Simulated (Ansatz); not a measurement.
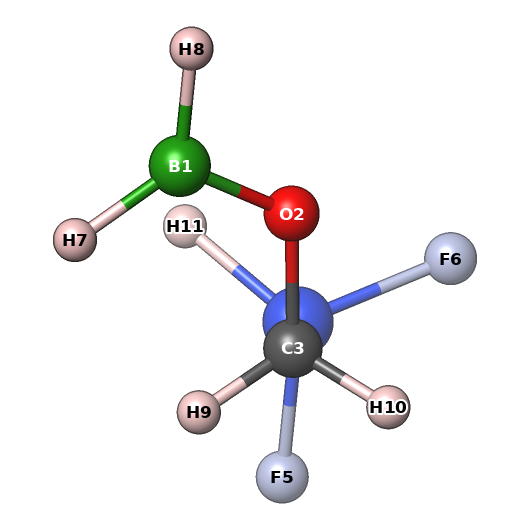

Si4 lies behind C3. The molecule seen nearly along the C3–Si4 bond, C3 in front. Atoms fade into the background with distance from the viewer. The geometry was computed by an optimisation with PBE-D4/def2-SVP. No frequency run is at hand to confirm it as a minimum.

What is the torsion angle O2–C3–Si4–F5? The sign is positive where the front bond must turn clockwise to cover the back bond.

Answer. −174°, antiperiplanar (anti). The bonds about C3–Si4 are staggered.
